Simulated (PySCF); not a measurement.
CH₅S (cation, charge +1), SMILES C[SH2+], PBE0/def2-SVP optimised geometry. Atoms within 1.6 Å of the plane z = 1.2 Å (x, y, z in Å): C1 (0.84, -0.15, 0.00), S2 (-0.98, -0.15, 0.00), H3 (1.14, -1.19, 0.18), H5 (1.23, 0.53, 0.76), H6 (-1.23, -0.30, 1.33), H7 (-1.23, 1.19, 0.00).

Computed with PBE0/def2-TZVP (PySCF).

Map of the electron localisation function on the plane z = 1.2 Å:

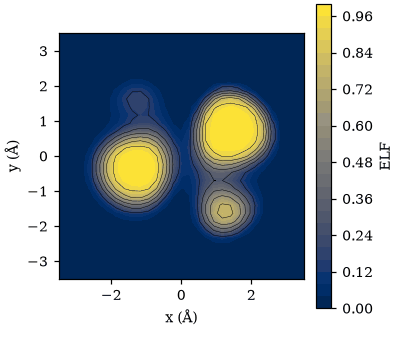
Electron localisation function on the plane z = 1.2 Å.
